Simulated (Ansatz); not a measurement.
Electronic density of states of amorphous Ge$_{16}$Na$_{12}$O$_{38}$, density 3.51 g/cm³, on a 2×2×2 Γ-centred mesh with a Gaussian width of 0.1 eV; energies count from the Fermi level, whose place inside the gap is arbitrary. Cell and mesh are small, so fine structure isn't converged. These are PBE, scalar-relativistic without spin-orbit coupling (plane waves to 420 eV, PAW; Ansatz, a quantum-chemistry and plane-wave program) values and carry that method's errors. Sampling: a 2×2×2 Γ-centred mesh; Fermi-Dirac width 0.02 eV; no spin polarisation. At PBE the levels at the filled edge of the gap are localised (band-tail or defect states), and the nearest spread-out levels lie 2.7 eV apart at the zone centre.

The cell was made by melting and quenching with the CHGNet potential and then relaxed with DFT. O atoms were pushed apart under 1.9 Å during the dynamics, to hinder bonds among them. The hot cell started wider than the set density and was brought back towards it in steps. It is the lowest in DFT energy of 2 quenches. It is a model cell: composition and starting density were chosen by hand, and all elements were melted together. No dispersion term was used. Its density started from a set value of 3.67 and ended at 3.51 g/cm³. Cooling (nominally 260 K/ps over its main leg) ran many orders faster than in experiment, which tends to leave more defects and strain. A cell of this size samples the disorder only roughly. Volume and shape were free in the relaxation.

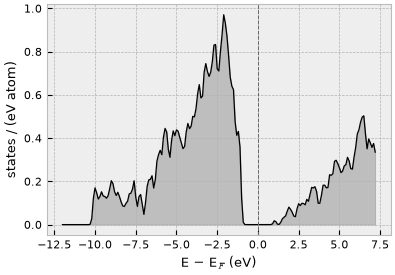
*Density of states per atom*

The level gap on this mesh is 2.10 eV; the broadening fills part of it in the curve.
